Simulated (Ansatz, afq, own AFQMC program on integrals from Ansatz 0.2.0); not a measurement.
# AlSiH2 (doublet): AFQMC on the coupled-cluster ladder at scale of all distances = 0.878, cc-pVDZ, part 2 of 2

Ansatz 0.2.0, Gaussian basis, and an in-house AFQMC program (afq) on its integrals; all values are calculated; cc-pVDZ, frozen cores. Earlier steps stand in the parts before.

### 10 Phaseless AFQMC, single-determinant trial on UHF

It reads the integrals that the CCSD(T) run on this determinant wrote.

Run with:

```console
> afq ham --method phaseless --trial hf --walkers 120 --populations 1 --least-time 40 --time-step 0.005 --steps-per-block 20 --equilibration-blocks 112 --max-blocks 600 --target-error 0.00108 --factor-cut 1e-05 --start spin_pure --seed 4128 --taylor-order 6
```

Standard output:

```text
orbitals 36  electrons 5 4  factors 273 of 451
reference energy -531.90470508 Eh
CCSD correlation -0.16628925 Eh in 18 cycles, weight of the determinant in the CISD state 0.8181
energy of the start -531.908100 Eh
 block  time / (1/Eh)  mean weight  energy / Eh
     1     0.100  1.0011  -531.930724
     2     0.200  1.0008  -531.951955
     3     0.300  0.9998  -531.971026
     4     0.400  1.0015  -531.984921
     5     0.500  1.0015  -531.999513
     6     0.600  1.0011  -532.003213
     7     0.700  1.0001  -532.011799
     8     0.800  1.0002  -532.017297
     9     0.900  1.0005  -532.025585
    10     1.000  0.9993  -532.038337
    15     1.500  1.0022  -532.055971
    29     2.900  1.0002  -532.075918
    43     4.300  1.0001  -532.093440
    57     5.700  0.9998  -532.068683
    71     7.100  0.9994  -532.083014
    85     8.500  0.9992  -532.082058
    99     9.900  1.0004  -532.110239
   113    11.300  0.9992  -532.076426
   127    12.700  1.0011  -532.060011
   141    14.100  1.0007  -532.081769
   155    15.500  0.9996  -532.070424
   169    16.900  1.0001  -532.071467
   183    18.300  0.9991  -532.081245
   197    19.700  0.9989  -532.080012
   211    21.100  0.9994  -532.078483
   225    22.500  0.9994  -532.069389
   239    23.900  1.0020  -532.087860
   253    25.300  1.0003  -532.096250
   267    26.700  0.9976  -532.080628
   281    28.100  0.9999  -532.083036
   295    29.500  0.9994  -532.071758
   309    30.900  1.0012  -532.075718
   323    32.300  0.9977  -532.061583
   337    33.700  1.0015  -532.084389
   351    35.100  1.0001  -532.071675
   365    36.500  0.9991  -532.081050
   379    37.900  1.0000  -532.076679
   393    39.300  0.9988  -532.075952
   407    40.700  1.0002  -532.062146
   421    42.100  1.0005  -532.075846
   435    43.500  1.0003  -532.072161
   449    44.900  0.9994  -532.066036
   463    46.300  0.9994  -532.058971
   477    47.700  1.0006  -532.091419
   491    49.100  1.0005  -532.077458
   505    50.500  1.0000  -532.080264
   519    51.900  0.9992  -532.069252
   533    53.300  1.0008  -532.072095
   547    54.700  1.0010  -532.069508
   561    56.100  1.0007  -532.074611
blocks merged  error / Eh  count
     1  0.000421  450
     2  0.000563  225
     4  0.000707  112
     8  0.000896  56
    16  0.001069  28
    32  0.001404  14
energy -532.075026 +/- 0.001069 Eh
```

Run time: 5.9 min. Hardware: 1 thread of Intel Xeon at 2.50GHz (Skylake/Cascade Lake), shared host.

Energy -14478.4990 ± 0.0291 eV. Caveats: constraint bias not in the error. The error still grows with block length (0.0244 to 0.0382 eV), so the bar may be too small.

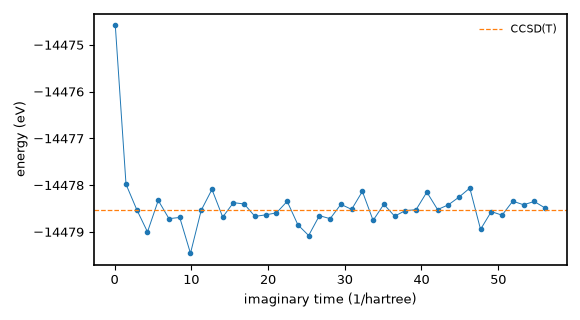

Block energies along the walk.

### 11 Free-projection AFQMC, CISD trial on UHF

It reads the integrals that the CCSD(T) run on this determinant wrote.

Run with:

```console
> afq ham --method free --trial cisd --walkers 60 --time-step 0.03 --max-blocks 80 --target-error 0.00036 --factor-cut 1e-05 --seed 2617 --times 0,0.3,0.6,1.2,1.8,2.4,3.6,4.8,6 --taylor-order 8
```

Standard output:

```text
orbitals 36  electrons 5 4  factors 273 of 451
reference energy -531.90470508 Eh
CCSD correlation -0.16628925 Eh in 18 cycles, weight of the determinant in the CISD state 0.8181
repeat  energy at the last time / Eh  error
    10  -532.076103  0.001577
    20  -532.078054  0.001244
    30  -532.077961  0.000952
    40  -532.078013  0.000875
    50  -532.076632  0.001071
    60  -532.076729  0.000925
    70  -532.076838  0.000815
    80  -532.077124  0.000762
time / (1/Eh)  energy / Eh  error  mean overlap
  0.00  -532.070894  0.000124  1.2212
  0.30  -532.073589  0.000179  1.2174
  0.60  -532.074989  0.000167  1.2154
  1.20  -532.076160  0.000214  1.2248
  1.80  -532.076970  0.000284  1.2159
  2.40  -532.077056  0.000307  1.2193
  3.60  -532.077276  0.000359  1.2274
  4.80  -532.077905  0.000551  1.2247
  6.00  -532.077124  0.000762  1.2579
energy -532.077124 +/- 0.000762 Eh
```

It took 10 min on 1 thread of Intel Xeon at 2.50GHz (Skylake/Cascade Lake), shared host.

Energy -14478.5561 ± 0.0207 eV. Caveats: remainder of the start not in the error; start is not spin pure; error above the target.

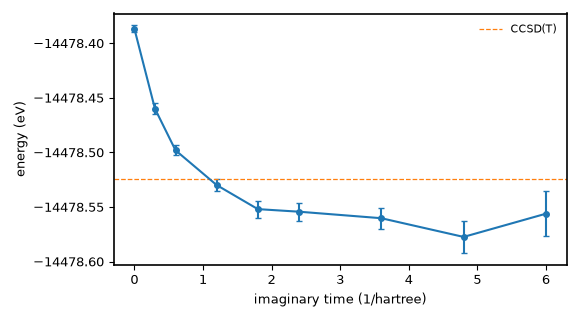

Energy against projection time, with error bars.

### 12 CCSD(T) on ROHF

Contents of in.yaml:

```yaml
crystal:
  periodic: [false, false, false]
  atoms:
    - {symbol: Si, position_ang: [-0.049450, 0.000000, 1.015649]}
    - {symbol: Al, position_ang: [0.026755, 0.000000, -1.185953]}
    - {symbol: H, position_ang: [0.330835, -1.044282, 1.723228]}
    - {symbol: H, position_ang: [0.330835, 1.044282, 1.723228]}
basis:
  gaussian: {orbitals: cc-pVDZ}
magnetization: {spin_polarized: false, initial_magnetization: 1}
correlation: {method: ccsd_t, electrons: outside_noble_gas, hamiltonian_folder: ham}
```

Run with:

```console
> ansatz run in.yaml --threads 1 --pin off --events-out ev --progress --plain --max-ram 1382MiB
```

Standard output:

```text
Functional definition: HF
  name "HF"
  cite "Fock, Z. Phys. 61, 126 (1930) doi:10.1007/BF01340294"
  parent pbe
  exchange = exact_x
  correlation = 0
451 factors; integrals over basis functions are off by at most 8.7e-4 eV
mean field evaluation 1: about -14472.2502 eV, gradient 1.1e1 eV
mean field evaluation 2: about -14472.2531 eV, gradient 1.1e1 eV
mean field evaluation 4: about -14473.4558 eV, gradient 1.6e0 eV
mean field evaluation 8: about -14473.5988 eV, gradient 2.8e-1 eV
mean field evaluation 16: about -14472.2517 eV, gradient 1.1e1 eV
mean field evaluation 32: about -14473.6119 eV, gradient 3.1e-3 eV
mean field evaluation 64: about -14473.6119 eV, gradient 9.2e-7 eV
mean field evaluation 96: about -14473.4386 eV, gradient 8.8e-1 eV
mean field evaluation 128: about -14469.7927 eV, gradient 9.6e-2 eV
mean field evaluation 160: about -14471.3827 eV, gradient 1.2e1 eV
mean field evaluation 192: about -14470.1421 eV, gradient 5.1e-2 eV
mean field -14473.61191992 eV, -531.8954274904 hartree, gradient 9.2e-7 eV, S^2 0.750000; 7 other end points of the search recorded, 0 dependent functions left out
mean field evaluation 224: about -14473.8644 eV, gradient 2.2e-4 eV
mean field evaluation 256: about -14473.4825 eV, gradient 9.6e-1 eV
determinant -14473.61191992 eV, -531.8954274904 hartree, with singles and doubles -14478.37357574 eV, -532.0704151142 hartree
determinant -14471.65678307 eV, -531.8235775365 hartree, with singles and doubles -14476.71897304 eV, -532.0096095865 hartree
determinant -14470.14062046 eV, -531.7678595885 hartree, with singles and doubles -14475.44436739 eV, -531.9627686931 hartree
10 core orbitals not correlated: weight in the atoms' cores, before any rotation towards them, 1.000 or more for the frozen orbitals, at most 0.000 for the correlated occupied ones
reference -14473.61191992 eV, -531.8954274904 hartree; 5, 4 occupied and 31, 32 virtual orbitals, 451 factors
second order -3.65445468 eV of doubles, -0.05475561 eV of singles
cycle   1  -4.76181503 eV  change   -1.6e-4 eV  update   7.6e-3
cycle   2  -4.76608784 eV  change   -4.3e-3 eV  update   6.7e-3
cycle   3  -4.76752097 eV  change   -1.4e-3 eV  update   4.4e-3
cycle   4  -4.77000230 eV  change   -2.5e-3 eV  update   2.5e-3
cycle   5  -4.77293230 eV  change   -2.9e-3 eV  update   8.9e-4
cycle   6  -4.77403673 eV  change   -1.1e-3 eV  update   3.2e-4
cycle   7  -4.77412293 eV  change   -8.6e-5 eV  update   1.5e-4
cycle   8  -4.77401983 eV  change    1.0e-4 eV  update   6.5e-5
cycle   9  -4.77398874 eV  change    3.1e-5 eV  update   2.4e-5
cycle  10  -4.77400772 eV  change   -1.9e-5 eV  update   1.2e-5
cycle  11  -4.77401437 eV  change   -6.7e-6 eV  update   4.7e-6
perturbative correction -0.14112788 eV, -0.0051863539 hartree
Total energy: -14478.52706217 eV, -532.0760556367 hartree
```

Run time: 10 s. Hardware: 1 thread of Intel Xeon at 2.50GHz (Skylake/Cascade Lake), shared host.

From the report: correlation -4.9151 eV; T1 0.058; largest double amplitude 0.09.

This run also writes the integrals to the folder ham.

### 13 CCSDT(Q) on ROHF

in.yaml, as its differences from that of step 12:

```diff
@@ -10,2 +10,2 @@
 magnetization: {spin_polarized: false, initial_magnetization: 1}
-correlation: {method: ccsd_t, electrons: outside_noble_gas, hamiltonian_folder: ham}
+correlation: {method: ccsdt_q, electrons: outside_noble_gas}
```

Same command.

Standard output:

```text
Functional definition: HF
  name "HF"
  cite "Fock, Z. Phys. 61, 126 (1930) doi:10.1007/BF01340294"
  parent pbe
  exchange = exact_x
  correlation = 0
877 factors; integrals over basis functions are off by at most 1.7e-7 eV
mean field evaluation 1: about -14472.2502 eV, gradient 1.1e1 eV
mean field evaluation 2: about -14472.2531 eV, gradient 1.1e1 eV
mean field evaluation 4: about -14473.4558 eV, gradient 1.6e0 eV
mean field evaluation 8: about -14473.5989 eV, gradient 2.8e-1 eV
mean field evaluation 16: about -14472.2517 eV, gradient 1.1e1 eV
mean field evaluation 32: about -14473.6120 eV, gradient 3.2e-3 eV
mean field evaluation 64: about -14473.6120 eV, gradient 9.6e-7 eV
mean field evaluation 96: about -14473.4387 eV, gradient 8.8e-1 eV
mean field evaluation 128: about -14469.7928 eV, gradient 1.0e-1 eV
mean field evaluation 160: about -14471.3582 eV, gradient 1.2e1 eV
mean field evaluation 192: about -14470.1422 eV, gradient 2.3e-1 eV
mean field -14473.61196335 eV, -531.8954290865 hartree, gradient 9.6e-7 eV, S^2 0.750000; 7 other end points of the search recorded, 0 dependent functions left out
mean field evaluation 224: about -14473.8644 eV, gradient 1.6e-3 eV
mean field evaluation 256: about -14473.3281 eV, gradient 8.6e-1 eV
determinant -14473.61196335 eV, -531.8954290865 hartree, with singles and doubles -14478.37362285 eV, -532.0704168455 hartree
determinant -14471.65683007 eV, -531.8235792638 hartree, with singles and doubles -14476.71901554 eV, -532.0096111484 hartree
determinant -14470.14066626 eV, -531.7678612713 hartree, with singles and doubles -14475.44441454 eV, -531.9627704257 hartree
10 core orbitals not correlated: weight in the atoms' cores, before any rotation towards them, 1.000 or more for the frozen orbitals, at most 0.000 for the correlated occupied ones
reference -14473.61196335 eV, -531.8954290865 hartree; 5, 4 occupied and 31, 32 virtual orbitals, 877 factors
second order -3.65448659 eV of doubles, -0.05475568 eV of singles
cycle   1  -4.42630135 eV  change   -7.2e-1 eV  update   9.0e-2
cycle   2  -4.86491840 eV  change   -4.4e-1 eV  update   4.4e-2
cycle   3  -4.91015589 eV  change   -4.5e-2 eV  update   2.3e-2
cycle   4  -4.91577338 eV  change   -5.6e-3 eV  update   1.7e-2
cycle   5  -4.92418168 eV  change   -8.4e-3 eV  update   1.4e-2
cycle   6  -4.93464723 eV  change   -1.0e-2 eV  update   1.1e-2
cycle   7  -4.94378557 eV  change   -9.1e-3 eV  update   7.2e-3
cycle   8  -4.95398499 eV  change   -1.0e-2 eV  update   4.4e-3
cycle   9  -4.95386279 eV  change    1.2e-4 eV  update   2.2e-3
cycle  10  -4.95262059 eV  change    1.2e-3 eV  update   9.9e-4
cycle  11  -4.95306225 eV  change   -4.4e-4 eV  update   5.1e-4
cycle  12  -4.95312761 eV  change   -6.5e-5 eV  update   3.2e-4
cycle  13  -4.95338975 eV  change   -2.6e-4 eV  update   1.8e-4
cycle  14  -4.95332607 eV  change    6.4e-5 eV  update   1.1e-4
cycle  15  -4.95316670 eV  change    1.6e-4 eV  update   6.0e-5
cycle  16  -4.95315818 eV  change    8.5e-6 eV  update   3.1e-5
cycle  17  -4.95314927 eV  change    8.9e-6 eV  update   1.7e-5
cycle  18  -4.95314981 eV  change   -5.4e-7 eV  update   8.0e-6
cycle  19  -4.95314808 eV  change    1.7e-6 eV  update   4.4e-6
cycle  20  -4.95314421 eV  change    3.9e-6 eV  update   2.3e-6
cycle  21  -4.95314367 eV  change    5.4e-7 eV  update   1.3e-6
cycle  22  -4.95314466 eV  change   -9.9e-7 eV  update   6.2e-7
cycle  23  -4.95314519 eV  change   -5.3e-7 eV  update   2.8e-7
perturbative correction -0.00813394 eV, -0.0002989166 hartree
Total energy: -14478.57324248 eV, -532.0777527316 hartree
```

Wall time 39 s (1 thread of Intel Xeon at 2.50GHz (Skylake/Cascade Lake), shared host); peak memory 0.31 GiB.

From the report: correlation -4.9613 eV; T1 0.068; largest double amplitude 0.12.

### 14 Phaseless AFQMC, CISD trial on ROHF

It reads the integrals that the CCSD(T) run on this determinant wrote.

Run with:

```console
> afq ham --method phaseless --trial cisd --walkers 60 --populations 1 --least-time 40 --time-step 0.005 --steps-per-block 50 --equilibration-blocks 28 --max-blocks 300 --target-error 0.00036 --factor-cut 1e-05 --start spin_pure --seed 5901 --release-times 0.24,0.51,0.99,1.62,2.4 --release-step 0.03 --release-every 4 --taylor-order 6
```

Standard output:

```text
orbitals 36  electrons 5 4  factors 273 of 451
reference energy -531.89542749 Eh
CCSD correlation -0.17544157 Eh in 16 cycles, weight of the determinant in the CISD state 0.8160
energy of the start -532.070869 Eh
 block  time / (1/Eh)  mean weight  energy / Eh
     1     0.250  0.9996  -532.068520
     2     0.500  0.9984  -532.068371
     3     0.750  0.9982  -532.069650
     4     1.000  0.9996  -532.069665
     5     1.250  1.0007  -532.069982
     6     1.500  0.9985  -532.071725
     7     1.750  0.9986  -532.072455
     8     2.000  0.9997  -532.072837
     9     2.250  1.0019  -532.071785
    10     2.500  0.9998  -532.071094
    17     4.250  0.9993  -532.073459
    25     6.250  0.9978  -532.074065
    33     8.250  1.0000  -532.073027
    41    10.250  0.9996  -532.073322
    49    12.250  1.0008  -532.078175
    57    14.250  0.9997  -532.078715
    65    16.250  0.9999  -532.081675
    73    18.250  1.0018  -532.079120
    81    20.250  0.9989  -532.082161
    89    22.250  0.9990  -532.076365
    97    24.250  0.9984  -532.073532
   105    26.250  1.0005  -532.069733
   113    28.250  0.9999  -532.071371
   121    30.250  1.0005  -532.077290
   129    32.250  0.9994  -532.073058
   137    34.250  0.9997  -532.084227
   145    36.250  1.0008  -532.070566
   153    38.250  1.0004  -532.074975
   161    40.250  1.0005  -532.071938
   169    42.250  0.9983  -532.076447
   177    44.250  0.9998  -532.072562
   185    46.250  0.9998  -532.080822
   193    48.250  0.9993  -532.073189
   201    50.250  0.9989  -532.077011
   209    52.250  1.0016  -532.074001
   217    54.250  0.9993  -532.074829
   225    56.250  0.9990  -532.091606
   233    58.250  0.9997  -532.079970
   241    60.250  1.0008  -532.082515
   249    62.250  1.0000  -532.075988
   257    64.250  1.0010  -532.081125
   265    66.250  1.0012  -532.073201
   273    68.250  1.0008  -532.075554
   281    70.250  0.9997  -532.078186
   289    72.250  0.9991  -532.078836
   297    74.250  0.9999  -532.075678
   305    76.250  1.0008  -532.077700
   313    78.250  0.9999  -532.076493
   321    80.250  0.9986  -532.077573
blocks merged  error / Eh  count
     1  0.000225  300
     2  0.000297  150
     4  0.000389  75
     8  0.000490  37
    16  0.000556  18
    32  0.000434  9
released: time / (1/Eh)  energy / Eh  error  mean overlap
  0.24  -532.076913  0.000429  0.9913
  0.51  -532.077669  0.000437  0.9748
  0.99  -532.077977  0.000357  0.9721
  1.62  -532.077584  0.000511  0.9714
  2.40  -532.078103  0.000544  0.9716
energy -532.076747 +/- 0.000556 Eh
```

It took 13 min on 1 thread of Intel Xeon at 2.50GHz (Skylake/Cascade Lake), shared host.

Energy -14478.5459 ± 0.0151 eV. Caveats: constraint bias not in the error; error above the target.

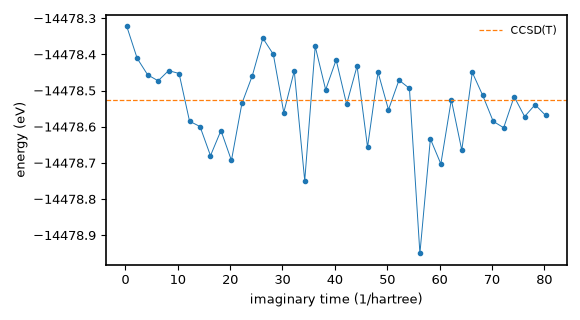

Block energies along the walk.

### 15 Phaseless AFQMC, single-determinant trial on ROHF

It reads the integrals that the CCSD(T) run on this determinant wrote.

Run with:

```console
> afq ham --method phaseless --trial hf --walkers 120 --populations 1 --least-time 40 --time-step 0.005 --steps-per-block 20 --equilibration-blocks 112 --max-blocks 600 --target-error 0.00108 --factor-cut 1e-05 --start spin_pure --seed 4128 --taylor-order 6
```

Standard output:

```text
orbitals 36  electrons 5 4  factors 273 of 451
reference energy -531.89542749 Eh
CCSD correlation -0.17544157 Eh in 16 cycles, weight of the determinant in the CISD state 0.8160
energy of the start -531.895428 Eh
 block  time / (1/Eh)  mean weight  energy / Eh
     1     0.100  1.0010  -531.918547
     2     0.200  1.0007  -531.939765
     3     0.300  1.0000  -531.959661
     4     0.400  1.0015  -531.974007
     5     0.500  1.0013  -531.986350
     6     0.600  1.0009  -531.989869
     7     0.700  1.0002  -531.997709
     8     0.800  1.0003  -532.005293
     9     0.900  1.0008  -532.014662
    10     1.000  0.9994  -532.031174
    14     1.400  0.9988  -532.055590
    27     2.700  0.9985  -532.072620
    40     4.000  0.9998  -532.090856
    53     5.300  1.0012  -532.079843
    66     6.600  1.0001  -532.066649
    79     7.900  1.0005  -532.059313
    92     9.200  1.0014  -532.090033
   105    10.500  1.0008  -532.063979
   118    11.800  1.0010  -532.059339
   131    13.100  1.0019  -532.063039
   144    14.400  1.0017  -532.071698
   157    15.700  1.0006  -532.072118
   170    17.000  0.9997  -532.063468
   183    18.300  0.9996  -532.072436
   196    19.600  1.0003  -532.077526
   209    20.900  0.9994  -532.044462
   222    22.200  0.9992  -532.070338
   235    23.500  1.0003  -532.073197
   248    24.800  0.9991  -532.064305
   261    26.100  1.0009  -532.077698
   274    27.400  0.9993  -532.061256
   287    28.700  0.9999  -532.064043
   300    30.000  0.9990  -532.057630
   313    31.300  0.9982  -532.071282
   326    32.600  1.0006  -532.068206
   339    33.900  0.9982  -532.070746
   352    35.200  0.9996  -532.055331
   365    36.500  0.9991  -532.082093
   378    37.800  0.9999  -532.081419
   391    39.100  0.9980  -532.040975
   404    40.400  1.0002  -532.074599
   417    41.700  1.0003  -532.067451
   430    43.000  1.0009  -532.067960
   443    44.300  1.0010  -532.071706
   456    45.600  1.0008  -532.068393
   469    46.900  1.0009  -532.065859
   482    48.200  1.0003  -532.075838
   495    49.500  0.9986  -532.092404
   508    50.800  0.9996  -532.067806
   521    52.100  1.0006  -532.056968
blocks merged  error / Eh  count
     1  0.000469  410
     2  0.000616  205
     4  0.000794  102
     8  0.000959  51
    16  0.000973  25
    32  0.001163  12
energy -532.070105 +/- 0.000973 Eh
```

Run time: 4.5 min. Hardware: 1 thread of Intel Xeon at 2.50GHz (Skylake/Cascade Lake), shared host.

Energy -14478.3651 ± 0.0265 eV. Caveats: constraint bias not in the error.

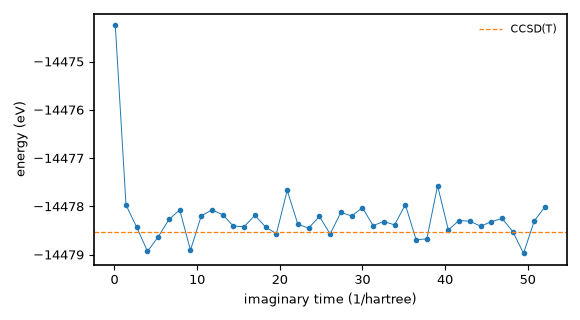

Block energies along the walk.

### 16 Free-projection AFQMC, CISD trial on ROHF

It reads the integrals that the CCSD(T) run on this determinant wrote.

Run with:

```console
> afq ham --method free --trial cisd --walkers 60 --time-step 0.03 --max-blocks 80 --target-error 0.00036 --factor-cut 1e-05 --seed 2617 --times 0,0.3,0.6,1.2,1.8,2.4,3.6,4.8,6 --taylor-order 8
```

Standard output:

```text
orbitals 36  electrons 5 4  factors 273 of 451
reference energy -531.89542749 Eh
CCSD correlation -0.17544157 Eh in 16 cycles, weight of the determinant in the CISD state 0.8160
repeat  energy at the last time / Eh  error
    10  -532.077720  0.001660
    20  -532.077666  0.001136
    30  -532.077918  0.000992
    40  -532.078116  0.000836
    50  -532.077388  0.000856
    60  -532.077727  0.000841
    70  -532.078127  0.000776
    80  -532.078379  0.000724
time / (1/Eh)  energy / Eh  error  mean overlap
  0.00  -532.070835  0.000129  1.2245
  0.30  -532.073459  0.000150  1.2273
  0.60  -532.074910  0.000150  1.2217
  1.20  -532.076281  0.000204  1.2216
  1.80  -532.076975  0.000237  1.2266
  2.40  -532.077072  0.000267  1.2290
  3.60  -532.076836  0.000385  1.2355
  4.80  -532.078468  0.000612  1.2071
  6.00  -532.078379  0.000724  1.1979
energy -532.078379 +/- 0.000724 Eh
```

It took 9.3 min on 1 thread of Intel Xeon at 2.50GHz (Skylake/Cascade Lake), shared host.

Energy -14478.5903 ± 0.0197 eV. Caveats: remainder of the start not in the error; error above the target.

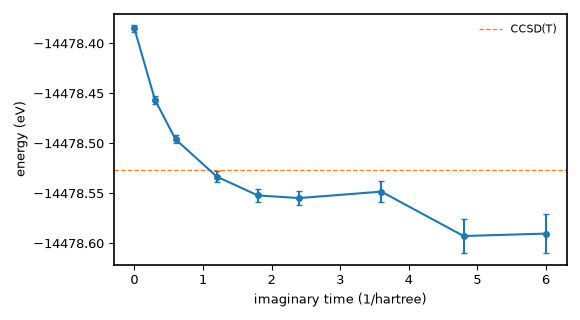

Energy against projection time, with error bars.

### 17 All levels side by side

On the UHF determinant, counted from CCSDT(Q) (a yardstick, not exact):

| level | energy (eV) | from CCSDT(Q) (meV) | statistical error (meV) | time |
| --- | --- | --- | --- | --- |
| HF | -14473.8644 | +4709.3 |  |  |
| MP2 | -14477.2548 | +1318.8 |  |  |
| CCSD | -14478.3893 | +184.3 |  |  |
| CCSD(T) | -14478.5244 | +49.2 |  |  |
| CCSDT(Q) | -14478.5737 | 0.0 |  |  |
| Phaseless AFQMC, single-determinant trial, step 0.005, 120 walkers | -14478.4990 | +74.6 | 29.1 | 5.9 min |
| Free-projection AFQMC, CISD trial, step 0.03, 60 walkers | -14478.5561 | +17.5 | 20.7 | 10 min |

On the ROHF determinant, counted from CCSDT(Q) (a yardstick, not exact):

| level | energy (eV) | from CCSDT(Q) (meV) | statistical error (meV) | time |
| --- | --- | --- | --- | --- |
| HF | -14473.6119 | +4961.3 |  |  |
| MP2 | -14477.3211 | +1252.1 |  |  |
| CCSD | -14478.3859 | +187.3 |  |  |
| CCSD(T) | -14478.5271 | +46.2 |  |  |
| CCSDT(Q) | -14478.5732 | 0.0 |  |  |
| Phaseless AFQMC, CISD trial, step 0.005, 60 walkers | -14478.5459 | +27.4 | 15.1 | 13 min |
| Phaseless AFQMC, single-determinant trial, step 0.005, 120 walkers | -14478.3651 | +208.1 | 26.5 | 4.5 min |
| Free-projection AFQMC, CISD trial, step 0.03, 60 walkers | -14478.5903 | -17.0 | 19.7 | 9.3 min |

The functionals' totals stand on their own zeros and serve differences with other points: PBE -14495.622 eV; r2SCAN -14501.949 eV; PBE0 -14497.098 eV; B3LYP -14504.715 eV; wB97M-V -14502.356 eV; B2PLYP -14496.719 eV.

### 18 Results

The summary covers parts 1 to 2.

| quantity | value |
| --- | --- |
| CCSD(T) on UHF from CCSDT(Q) | +49.2 meV |
| Phaseless AFQMC, single-determinant trial on UHF from CCSDT(Q) | +74.6 ± 29.1 meV |
| Free-projection AFQMC, CISD trial on UHF from CCSDT(Q) | +17.5 ± 20.7 meV |
| CCSD(T) on ROHF from CCSDT(Q) | +46.2 meV |
| Phaseless AFQMC, CISD trial on ROHF from CCSDT(Q) | +27.4 ± 15.1 meV |
| Phaseless AFQMC, single-determinant trial on ROHF from CCSDT(Q) | +208.1 ± 26.5 meV |
| Free-projection AFQMC, CISD trial on ROHF from CCSDT(Q) | -17.0 ± 19.7 meV |

**Reading.** Free projection has no constraint; at the last time it gives +17.5 ± 20.7 meV, and from a start that isn't spin pure other spins can mix in. On ROHF the phaseless walk with the CISD trial lies +27.4 meV from CCSDT(Q), within three error bars. A single-determinant trial moves the result by +180.7 meV. Free projection has no constraint; at the last time it gives -17.0 ± 19.7 meV. Error bars are statistical and leave out the constraint, the time step and what remains of the start.
